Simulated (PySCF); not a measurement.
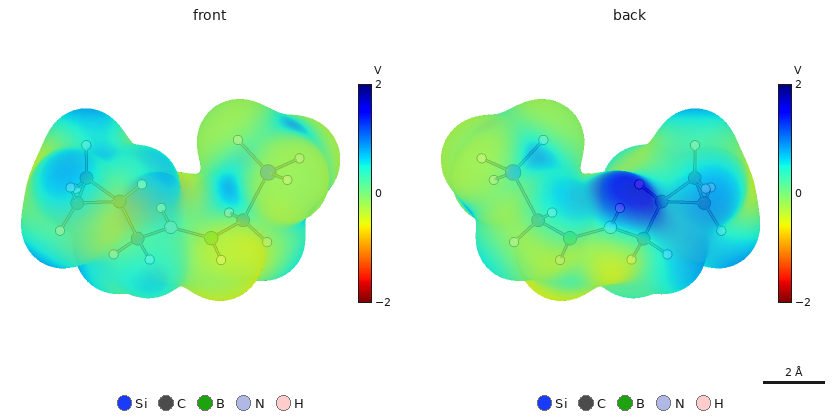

Figure. C₅H₁₄BNSi (SMILES [SiH3]CBNCC1CC1). The molecular electrostatic potential painted on the density surface at 0.002 e/bohr³, seen from the front and from behind; the colour scale runs from red (negative) to blue (positive).

Geometry: GFN2-xTB.

All numbers below come from PBE0/pcSseg-1, SCF density, gas phase, non-relativistic in PySCF.

```yaml
atoms:
  - { symbol: Si, position_ang: [-3.2833, 0.9909, 0.7818] }
  - { symbol: C, position_ang: [-2.7301, -0.7849, 0.3912] }
  - { symbol: B, position_ang: [-1.5090, -0.7960, -0.6057] }
  - { symbol: N, position_ang: [-0.2175, -0.8424, -0.1146] }
  - { symbol: C, position_ang: [1.0206, -0.7817, -0.8605] }
  - { symbol: C, position_ang: [1.8218, 0.4517, -0.4979] }
  - { symbol: C, position_ang: [2.7659, 0.4105, 0.6665] }
  - { symbol: C, position_ang: [3.3015, 0.4800, -0.7313] }
  - { symbol: H, position_ang: [-2.2212, 1.7101, 1.4981] }
  - { symbol: H, position_ang: [-3.6089, 1.7330, -0.4395] }
  - { symbol: H, position_ang: [-4.4758, 0.9568, 1.6392] }
  - { symbol: H, position_ang: [-2.4893, -1.2749, 1.3369] }
  - { symbol: H, position_ang: [-3.5876, -1.3146, -0.0251] }
  - { symbol: H, position_ang: [-1.6629, -0.7410, -1.7692] }
  - { symbol: H, position_ang: [-0.0505, -0.8686, 0.8824] }
  - { symbol: H, position_ang: [1.6244, -1.6778, -0.6615] }
  - { symbol: H, position_ang: [0.7725, -0.7653, -1.9250] }
  - { symbol: H, position_ang: [1.2739, 1.3729, -0.6578] }
  - { symbol: H, position_ang: [2.8741, -0.5210, 1.2024] }
  - { symbol: H, position_ang: [2.8524, 1.2837, 1.2951] }
  - { symbol: H, position_ang: [3.7530, 1.4013, -1.0651] }
  - { symbol: H, position_ang: [3.7655, -0.4034, -1.1432] }
```

> Which sites attract a positive test charge, and which a negative one?

A positive charge is drawn to the negative regions and a negative charge to the positive ones. The most negative region (about −0.5 V) lies over N4 and H14, the most positive (about +1.6 V) over H15.

> What dipole moment does the calculation give?

Its dipole moment is 1.95 D.
